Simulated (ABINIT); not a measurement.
# How the form of the self-energy moves the gap of Tellurium (P3_121, 3 atoms a cell)

How much does the gap of Tellurium (P3_121, 3 atoms a cell) depend on the approximation to the self-energy?

Calculated with ABINIT 10.8.3; PBE and many-body steps on it, plane waves.

The database entry behind the starting cell differs from later determinations by our own check (inner coordinate of an old entry), so it need not match the best structure at ambient conditions.

**1. The starting structure**

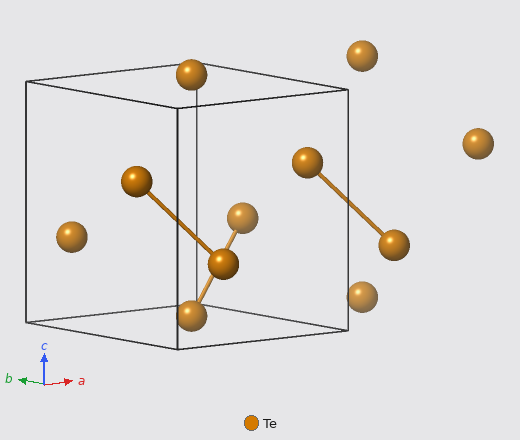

Start, viewed from a free direction; tellurium orange. 2×1×1 cells are drawn. Bonds to atoms that aren't drawn are left out. Some periodic images of atoms are drawn too.

The cell and positions come from the Crystallography Open Database and are kept as given unless a step says otherwise. Spin-orbit coupling is left out unless a step names it.

**2. Empty states on the mesh, 3×3×2 mesh, 265 bands**

This step: ABINIT 10.8.3; DFT, PBE, plane waves, norm-conserving pseudopotentials.

The sums over transitions need many empty states on a uniform mesh; this step solves for them.

Contents of run.abi:

```
acell 3*1.0 Angstrom
rprim 
  4.454000000025 -0.000000000006 0.000000000000
  -2.227000000008 3.857277148481 0.000000000000
  0.000000000000 0.000000000000 5.924000000000
ntypat 1
znucl 52
natom 3
typat 1 1 1
xred 
  0.269000000000 0.000000000000 0.333333333333
  0.000000000000 0.269000000000 0.666666666667
  0.731000000000 0.731000000000 -0.000000000000
pp_dirpath "pseudos"
pseudos "Te.upf"
ecut 34
ngkpt 3 3 2
nshiftk 1
shiftk 0 0 0
kptopt 1
chksymbreak 0
iscf -2
irdden 1
istwfk *1
nband 265
nbdbuf 24
tolwfr 1e-09
nstep 60
prtvol 0
indata_prefix "in"
outdata_prefix "out"
tmpdata_prefix "tmp"
```

The run is started by

```
$ OMP_NUM_THREADS=1 mpirun -n 4 abinit run.abi > log
```

Numbers of over 12 decimals in the logs are rounded to 6 here.

The program printed:

```text
.Version 10.8.3 of ABINIT. v10.8.2 released Aug 2026.

 Symmetries : space group P3_1 2 1 (#152); Bravais hP (primitive hexag.)
[... echo of the input left out ...]
== DATASET  1 ==================================================================
-   mpi_nproc: 4, omp_nthreads: 1 (-1 if OMP is not activated)

--- !DatasetInfo
iteration_state: {dtset: 1, }
dimensions: {natom: 3, nkpt: 6, mband: 265, nsppol: 1, nspinor: 1, nspden: 1, mpw: 6557, }
cutoff_energies: {ecut:  34.0, pawecutdg:  -1.0, }
[...]
3.41131    3.44203    3.45667    3.45667    3.48854    3.53430    3.53431    3.54484
   3.55336    3.55336    3.60476    3.60492    3.60566    3.64154    3.65141    3.66861
   3.67678
 prteigrs : prtvol=0 or 1, do not print more k-points.

== END DATASET(S) ==============================================================
================================================================================

 -outvars: echo values of variables after computation  --------
            nband         265
             nkpt           6
          spgroup         152
 [... the other variables as echoed above ...]

 Calculation completed.
```

Run time: 2.1 min. Hardware: 4 MPI ranks of Arm Neoverse V2, shared host; peak memory 0.52 GiB.

This step gave:

```
gap                                                           : 0.1739 eV
k of the valence top                                          : 0.3333, 0.3333, 0.5
k of the conduction bottom                                    : 0.3333, 0.3333, 0.5
least direct gap                                              : 0.1739 eV
k points computed                                             : 6
lowest point of the top converged band, above the valence top : 85.6495 eV
```

On this mesh the gap is 0.174 eV.

The density comes from a self-consistent run that is not shown.

**3. Screening, 3×3×2 mesh, 241 bands, screening to 152.4 eV**

The RPA dielectric matrix is built and inverted for each q.

This step: RPA screening on PBE, plane waves, norm-conserving pseudopotentials.

Edit run.abi of step 2 so:

```diff
@@ -21,10 +21,11 @@
 chksymbreak 0
-iscf -2
-irdden 1
 istwfk *1
-nband 265
-nbdbuf 24
-tolwfr 1e-09
-nstep 60
-prtvol 0
+occopt 1
+irdwfk 1
+optdriver 3
+nband 241
+ecuteps 5.6
+inclvkb 2
+awtr 1
+symchi 1
 indata_prefix "in"
```

The program printed:

```text
.Version 10.8.3 of ABINIT. v10.8.2 released Aug 2026.

 Symmetries : space group P3_1 2 1 (#152); Bravais hP (primitive hexag.)
[... echo of the input left out ...]
== DATASET  1 ==================================================================
-   mpi_nproc: 4, omp_nthreads: 1 (-1 if OMP is not activated)

--- !DatasetInfo
iteration_state: {dtset: 1, }
dimensions: {natom: 3, nkpt: 6, mband: 241, nsppol: 1, nspinor: 1, nspden: 1, mpw: 6557, }
cutoff_energies: {ecut:  34.0, pawecutdg:  -1.0, }
electrons: {nelect:   4.80000000E+01, charge:   0.00000000E+00, occopt:   1.00000000E+00, tsmear:   1.00000000E-02, }

 SCREENING: Calculation of the susceptibility and dielectric matrices

 Based on a program developped by R.W. Godby, V. Olevano, G. Onida, and L. Reining.
 Incorporated in ABINIT by V. Olevano, G.-M. Rignanese, and M. Torrent.
.Using double precision arithmetic ; gwpc =  8

[... cell and pseudopotentials left out ...]
--------------------------------------------------------------------------------

 ==== K-mesh for the wavefunctions ====
 Number of points in the irreducible wedge :     6
[... list of points left out ...]
 Together with  6 symmetry operations and time-reversal symmetry
 yields    18 points in the full Brillouin Zone.

 ==== Q-mesh for the screening function ====
 Number of points in the irreducible wedge :     6
[... list of points left out ...]
 Together with  6 symmetry operations and time-reversal symmetry
 yields    18 points in the full Brillouin Zone.

 setmesh: FFT mesh size selected  =    27x   27x   45
          total number of points  =        32805

 vcoul_init : cutoff-mode = AUXILIARY_FUNCTION
 q-points for optical limit:   1
     1)      0.000010    0.000020    0.000030

- screening: taking advantage of time-reversal symmetry
- Maximum band index for partially occupied states nbvw = 24
- Remaining bands to be divided among processors   nbcw = 217
- Number of bands treated by each node ~54

 Number of electrons calculated from density =   48.0000; Expected =   48.0000
 average of density, n =  0.069887
 r_s =    1.5060
 omega_plasma =   25.5009 [eV]

 calculating chi0 at frequencies [eV] :
  1    0.000000E+00    0.000000E+00
  2    0.000000E+00    2.550086E+01

--------------------------------------------------------------------------------
  q-point number  1        q = ( 0.000000, 0.000000, 0.000000) [r.l.u.]
--------------------------------------------------------------------------------
[... chi0 elements left out ...]
 For q-point:  0.000010 0.000020 0.000030
  dielectric constant =   1.65851E+03
  dielectric constant without local fields =   2.09901E+03

  Average fulfillment of the sum rule on Im[epsilon] for q-point    1 :     94.16  [%]
[... wings left out ...]
  q-point number  2        q = ( 0.333333, 0.000000, 0.000000) [r.l.u.]
--------------------------------------------------------------------------------
[... chi0 elements left out ...]
  Average fulfillment of the sum rule on Im[epsilon] for q-point    2 :    104.56  [%]

 [... 4 further q-points ...]
```

It took 88 s on 4 MPI ranks; peak memory 1.5 GiB; 5.8 min of CPU time.

Numbers from this step:

- ε∞ with local fields, on this mesh, along the program's q direction: 1659
- the same without local fields: 2099
- plasma frequency: 25.50 eV
- plane waves in the screening matrix: 449

Local fields lower ε∞ by 21 %. The value itself is an artefact of the mesh, where one narrow direct gap carries too much weight.

**4. G0W0, Godby-Needs plasmon pole**

The self-energy is evaluated for the states that the input lists, and the levels follow from it, in one-shot runs by the linearised quasiparticle equation.

This step: G0W0 on PBE, plane waves, norm-conserving pseudopotentials.

Edit run.abi of step 3 so:

```diff
@@ -24,8 +24,17 @@
 irdwfk 1
-optdriver 3
+optdriver 4
 nband 241
+gwcalctyp 0
+ecutsigx 34
+symsigma 1
+nkptgw 2
+kptgw 
+  0.3333333333 0.3333333333 0.5000000000
+  0.0000000000 0.0000000000 0.0000000000
+bdgw 
+  23 27
+  22 26
 ecuteps 5.6
-inclvkb 2
-awtr 1
-symchi 1
+irdscr 1
+ppmodel 1
 indata_prefix "in"
```

The program printed:

```text
.Version 10.8.3 of ABINIT. v10.8.2 released Aug 2026.

 Symmetries : space group P3_1 2 1 (#152); Bravais hP (primitive hexag.)
[... echo of the input left out ...]
== DATASET  1 ==================================================================
-   mpi_nproc: 4, omp_nthreads: 1 (-1 if OMP is not activated)

--- !DatasetInfo
iteration_state: {dtset: 1, }
dimensions: {natom: 3, nkpt: 6, mband: 241, nsppol: 1, nspinor: 1, nspden: 1, mpw: 6557, }
cutoff_energies: {ecut:  34.0, pawecutdg:  -1.0, }
electrons: {nelect:   4.80000000E+01, charge:   0.00000000E+00, occopt:   1.00000000E+00, tsmear:   1.00000000E-02, }

 SIGMA: Calculation of the GW corrections

 Based on a program developped by R.W. Godby, V. Olevano, G. Onida, and L. Reining.
 Incorporated in ABINIT by V. Olevano, G.-M. Rignanese, and M. Torrent.
.Using double precision arithmetic ; gwpc =  8

[... cell and pseudopotentials left out ...]
--------------------------------------------------------------------------------

 ==== K-mesh for the wavefunctions ====
 Number of points in the irreducible wedge :     6
[... list of points left out ...]
 Together with  6 symmetry operations and time-reversal symmetry
 yields    18 points in the full Brillouin Zone.

 ==== Q-mesh for screening function ====
 Number of points in the irreducible wedge :     6
[... list of points left out ...]
 Together with  6 symmetry operations and time-reversal symmetry
 yields    18 points in the full Brillouin Zone.

 vcoul_init : cutoff-mode = AUXILIARY_FUNCTION
 q-points for optical limit:   1
     1)      0.000010    0.000020    0.000030
 setmesh: FFT mesh size selected  =    40x   40x   60
          total number of points  =        96000

 Number of electrons calculated from density =   48.0000; Expected =   48.0000
 average of density, n =  0.069887
 r_s =    1.5060
 omega_plasma =   25.5009 [eV]

 === KS Band Gaps ===
  >>>> For spin  1
   Minimum direct gap =   0.1738 [eV], located at k-point      :   0.3333  0.3333  0.5000
   Fundamental gap    =   0.1738 [eV], Top of valence bands at :   0.3333  0.3333  0.5000
                                       Bottom of conduction at :   0.3333  0.3333  0.5000
 SIGMA fundamental parameters:
 PLASMON POLE MODEL  1
 number of plane-waves for SigmaX                 6557
 number of plane-waves for SigmaC and W            449
 number of plane-waves for wavefunctions          6557
 number of bands                                   241
 number of independent spin polarizations            1
 number of spinorial components                      1
 number of k-points in IBZ                           6
 number of q-points in IBZ                           6
 number of symmetry operations                       6
 number of k-points in BZ                           18
 number of q-points in BZ                           18
 number of frequencies for dSigma/dE                 9
 frequency step for dSigma/dE [eV]                0.25
 number of omega for Sigma on real axis              0
 max omega for Sigma on real axis  [eV]           0.00
 zcut for avoiding poles [eV]                     0.10

 EPSILON^-1 parameters (SCR file):
 dimension of the eps^-1 matrix on file            449
 dimension of the eps^-1 matrix used               449
 number of plane-waves for wavefunctions          6557
 number of bands                                   241
 number of q-points in IBZ                           6
 number of frequencies                               2
 number of real frequencies                          1
 number of imag frequencies                          1

 matrix elements of self-energy operator (all in [eV])

 Perturbative Calculation

--- !SelfEnergy_ee
iteration_state: {dtset: 1, }
kpoint     : [   0.333,    0.333,    0.500, ]
spin       : 1
KS_gap     :    0.174
QP_gap     :    0.497
Delta_QP_KS:    0.324
data: !SigmaeeData |
     Band     E0 <VxcDFT>   SigX SigC(E0)      Z dSigC/dE  Sig(E)    E-E0       E
       23   4.683 -12.381 -14.438   1.083   0.784  -0.275 -13.145  -0.763   3.920
       24   4.683 -12.381 -14.438   1.083   0.784  -0.275 -13.145  -0.763   3.920
       25   4.857 -11.885  -9.305  -3.139   0.786  -0.272 -12.324  -0.440   4.417
       26   6.003 -11.851  -9.094  -3.334   0.786  -0.273 -12.305  -0.453   5.550
       27   6.003 -11.851  -9.094  -3.334   0.786  -0.273 -12.305  -0.453   5.550

--- !SelfEnergy_ee
iteration_state: {dtset: 1, }
kpoint     : [   0.000,    0.000,    0.000, ]
spin       : 1
KS_gap     :    1.861
QP_gap     :    2.145
Delta_QP_KS:    0.285
data: !SigmaeeData |
     Band     E0 <VxcDFT>   SigX SigC(E0)      Z dSigC/dE  Sig(E)    E-E0       E
       22   3.007 -11.477 -14.257   1.824   0.776  -0.288 -12.219  -0.742   2.265
       23   3.007 -11.477 -14.257   1.824   0.776  -0.288 -12.219  -0.742   2.265
       24   3.836 -11.708 -14.430   1.693   0.779  -0.284 -12.509  -0.801   3.034
       25   5.696 -12.128  -9.580  -3.208   0.782  -0.279 -12.644  -0.517   5.179
       26   5.696 -12.128  -9.580  -3.208   0.782  -0.279 -12.644  -0.517   5.179

== END DATASET(S) ==============================================================
================================================================================

 -outvars: echo values of variables after computation  --------
           etotal      0.0000000000E+00
            nband         241
             nkpt           6
          spgroup         152
 [... the other variables as echoed above ...]

 Calculation completed.
```

Run time: 35 s. Hardware: 4 MPI ranks; peak memory 1.5 GiB; 2.4 min of CPU time.

This step gave:

| Item | Value |
| --- | --- |
| G0W0 gap on the points computed | 0.4970 eV |
| starting gap on the mesh | 0.1739 eV |
| k of the valence top | 0.3333, 0.3333, 0.5 |
| k of the conduction bottom | 0.3333, 0.3333, 0.5 |
| Z at the valence top | 0.784 |
| Z at the conduction bottom | 0.786 |
| least direct G0W0 gap on the computed points | 0.4970 eV |

The gap on the mesh goes from 0.17 eV to 0.50 eV, a correction of +0.32 eV.

**5. G0W0, Hybertsen-Louie plasmon pole**

Edit run.abi of step 4 so:

```diff
@@ -38,3 +38,3 @@
 irdscr 1
-ppmodel 1
+ppmodel 2
 indata_prefix "in"
```

The program printed:

```text
.Version 10.8.3 of ABINIT. v10.8.2 released Aug 2026.

 Symmetries : space group P3_1 2 1 (#152); Bravais hP (primitive hexag.)
[... echo of the input left out ...]
== DATASET  1 ==================================================================
-   mpi_nproc: 4, omp_nthreads: 1 (-1 if OMP is not activated)

--- !DatasetInfo
iteration_state: {dtset: 1, }
dimensions: {natom: 3, nkpt: 6, mband: 241, nsppol: 1, nspinor: 1, nspden: 1, mpw: 6557, }
cutoff_energies: {ecut:  34.0, pawecutdg:  -1.0, }
electrons: {nelect:   4.80000000E+01, charge:   0.00000000E+00, occopt:   1.00000000E+00, tsmear:   1.00000000E-02, }

 SIGMA: Calculation of the GW corrections

 Based on a program developped by R.W. Godby, V. Olevano, G. Onida, and L. Reining.
 Incorporated in ABINIT by V. Olevano, G.-M. Rignanese, and M. Torrent.
.Using double precision arithmetic ; gwpc =  8

[... cell and pseudopotentials left out ...]
--------------------------------------------------------------------------------

 ==== K-mesh for the wavefunctions ====
 Number of points in the irreducible wedge :     6
[... list of points left out ...]
 Together with  6 symmetry operations and time-reversal symmetry
 yields    18 points in the full Brillouin Zone.

 ==== Q-mesh for screening function ====
 Number of points in the irreducible wedge :     6
[... list of points left out ...]
 Together with  6 symmetry operations and time-reversal symmetry
 yields    18 points in the full Brillouin Zone.

 vcoul_init : cutoff-mode = AUXILIARY_FUNCTION
 q-points for optical limit:   1
     1)      0.000010    0.000020    0.000030
 setmesh: FFT mesh size selected  =    40x   40x   60
          total number of points  =        96000

 Number of electrons calculated from density =   48.0000; Expected =   48.0000
[...]
number of omega for Sigma on real axis              0
 max omega for Sigma on real axis  [eV]           0.00
 zcut for avoiding poles [eV]                     0.10

 EPSILON^-1 parameters (SCR file):
 dimension of the eps^-1 matrix on file            449
 dimension of the eps^-1 matrix used               449
 number of plane-waves for wavefunctions          6557
 number of bands                                   241
 number of q-points in IBZ                           6
 number of frequencies                               2
 number of real frequencies                          1
 number of imag frequencies                          1

 matrix elements of self-energy operator (all in [eV])

 Perturbative Calculation

--- !SelfEnergy_ee
iteration_state: {dtset: 1, }
kpoint     : [   0.333,    0.333,    0.500, ]
spin       : 1
KS_gap     :    0.174
QP_gap     :    0.469
Delta_QP_KS:    0.295
data: !SigmaeeData |
     Band     E0 <VxcDFT>   SigX SigC(E0)      Z dSigC/dE  Sig(E)    E-E0       E
       23   4.683 -12.381 -14.438   0.771   0.835  -0.197 -13.455  -1.074   3.610
       24   4.683 -12.381 -14.438   0.771   0.835  -0.197 -13.455  -1.074   3.610
       25   4.857 -11.885  -9.305  -3.511   0.836  -0.196 -12.663  -0.779   4.078
[...]
--- !SelfEnergy_ee
iteration_state: {dtset: 1, }
kpoint     : [   0.000,    0.000,    0.000, ]
spin       : 1
KS_gap     :    1.861
QP_gap     :    2.216
Delta_QP_KS:    0.356
data: !SigmaeeData |
     Band     E0 <VxcDFT>   SigX SigC(E0)      Z dSigC/dE  Sig(E)    E-E0       E
[...]
25   5.696 -12.128  -9.580  -3.510   0.834  -0.199 -12.931  -0.803   4.893
       26   5.696 -12.128  -9.580  -3.510   0.834  -0.199 -12.931  -0.803   4.893

== END DATASET(S) ==============================================================
================================================================================

 -outvars: echo values of variables after computation  --------
           etotal      0.0000000000E+00
            nband         241
             nkpt           6
          spgroup         152
 [... the other variables as echoed above ...]

 Calculation completed.
```

Elapsed: 34 s, on 4 MPI ranks; peak memory 1.4 GiB.

This step gave:

```
G0W0 gap on the points computed              : 0.4680 eV
starting gap on the mesh                     : 0.1739 eV
k of the valence top                         : 0.3333, 0.3333, 0.5
k of the conduction bottom                   : 0.3333, 0.3333, 0.5
Z at the valence top                         : 0.835
Z at the conduction bottom                   : 0.836
least direct G0W0 gap on the computed points : 0.4680 eV
```

Against G0W0 in ABINIT (3×3×2 mesh, 241 bands, screening to 152.4 eV, Godby-Needs plasmon pole), the gap moves by −0.029 eV.

**6. G0W0, von der Linden-Horsch plasmon pole**

Edit run.abi of step 5 so:

```diff
@@ -38,3 +38,3 @@
 irdscr 1
-ppmodel 2
+ppmodel 3
 indata_prefix "in"
```

The program printed:

```text
.Version 10.8.3 of ABINIT. v10.8.2 released Aug 2026.

 Symmetries : space group P3_1 2 1 (#152); Bravais hP (primitive hexag.)
[... echo of the input left out ...]
== DATASET  1 ==================================================================
-   mpi_nproc: 4, omp_nthreads: 1 (-1 if OMP is not activated)

--- !DatasetInfo
iteration_state: {dtset: 1, }
dimensions: {natom: 3, nkpt: 6, mband: 241, nsppol: 1, nspinor: 1, nspden: 1, mpw: 6557, }
cutoff_energies: {ecut:  34.0, pawecutdg:  -1.0, }
[...]
Band     E0 <VxcDFT>   SigX SigC(E0)      Z dSigC/dE  Sig(E)    E-E0       E
[...]
25   5.696 -12.128  -9.580  -3.627   0.835  -0.197 -13.030  -0.902   4.794
       26   5.696 -12.128  -9.580  -3.627   0.835  -0.197 -13.030  -0.902   4.794

== END DATASET(S) ==============================================================
================================================================================

 -outvars: echo values of variables after computation  --------
           etotal      0.0000000000E+00
            nband         241
             nkpt           6
          spgroup         152
 [... the other variables as echoed above ...]

 Calculation completed.
```

The job ended after 14 s (4 MPI ranks; peak memory 1.4 GiB; 57 s of CPU time).

This step gave:

| Quantity | Value |
| --- | --- |
| G0W0 gap on the points computed | 0.5090 eV |
| starting gap on the mesh | 0.1739 eV |
| k of the valence top | 0.3333, 0.3333, 0.5 |
| k of the conduction bottom | 0.3333, 0.3333, 0.5 |
| least direct G0W0 gap on the computed points | 0.5090 eV |

Against G0W0 in ABINIT (3×3×2 mesh, 241 bands, screening to 152.4 eV, Godby-Needs plasmon pole), the gap moves by +0.012 eV.

(Part 1 of 2 ends here.)

[Paths, hosts, dates, memory and timing lines, banners, echoed tables and standing remarks are left out of the program output.]

[Logs are printed without paths, hosts, clocks, repeated set-up lines and the standing remarks that a program may print on its own settings, such as how far it seeks lower states.]

[Runs of the session that timed out or met a known fault of the program may be left out.]

[Hosts, paths, dates, database ids (printed as entryN), source tags and the programs' standing remarks are cut or masked in the printed files.]

[G0W0 gaps are taken among the corrected bands and points alone; a level outside them can change the order at an edge.]

[Where Ansatz stands beside ABINIT at settings called matched, ABINIT's density can come from a denser mesh and the files from another edition; pairs whose starting gaps differed by over 0.03 eV were left out, so agreement reads better than it is.]
